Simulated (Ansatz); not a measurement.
```xyz
5

Zn    0.0168   -0.0607   -0.0851
Cl   -0.0145    0.0522    2.0458
O     0.0218   -0.0785   -1.8597
H     0.2339   -0.8424   -2.3690
Cl   -0.0033    0.0119    5.6709
```

Method: UHF/def2-SVP in Ansatz 0.2.0.

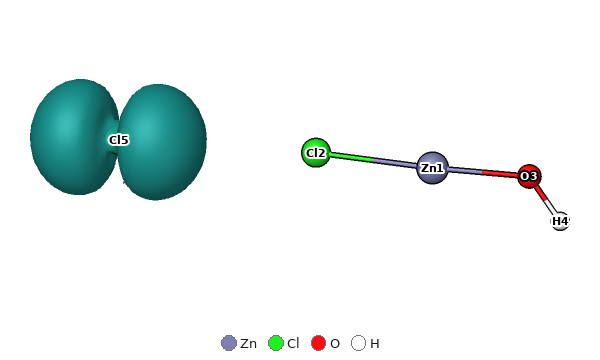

ClHOZn···Cl (doublet). Isosurfaces of the spin density (α minus β) at +0.03 (teal) and −0.03 e/Å³ (pink), seen at a tilt.

Q: Where is the unpaired spin?

A: The unpaired spin (1 electron) lies mostly on Cl5 (about 1.0), in electrons by Hirshfeld's partition.
